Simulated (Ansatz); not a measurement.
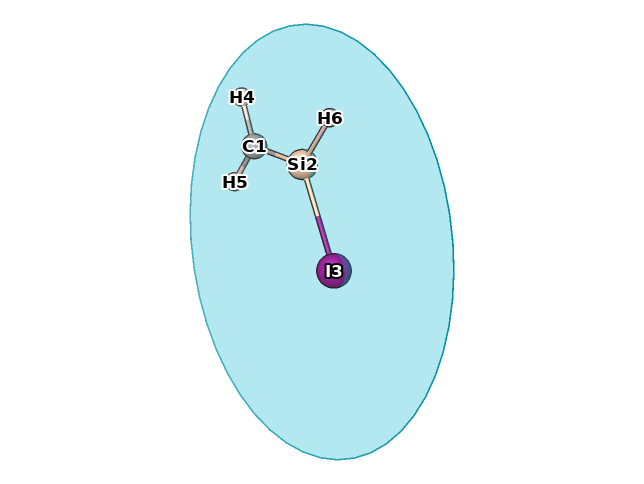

A disc through the centre of mass is drawn in. Distant atoms are faded towards the background colour. The geometry was computed by an optimisation with PBE-D4/def2-SVP. No frequency run is at hand to confirm it as a minimum.

### Is the plane of the disc a mirror plane of the structure?

Yes. The reflection leaves C1, Si2, I3, H4, H5, H6 in place. The point group is Cs.
